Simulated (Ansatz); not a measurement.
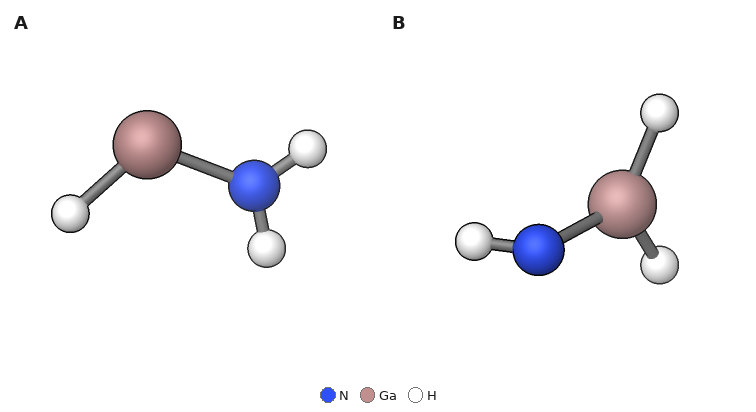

2 stationary structures of one formula. Charge 0, doublet. Geometries: PBE0-D4/def2-TZVP. Electronic energies: UHF-CCSD(T) (frozen core)/def2-TZVPP (Ansatz 0.2.0), without zero-point energy. No frequency run is at hand to confirm each as a minimum.

Which is lowest in energy, and by how much?

A is lowest (Cs); B lies 138.7 kJ/mol above it (Cs).
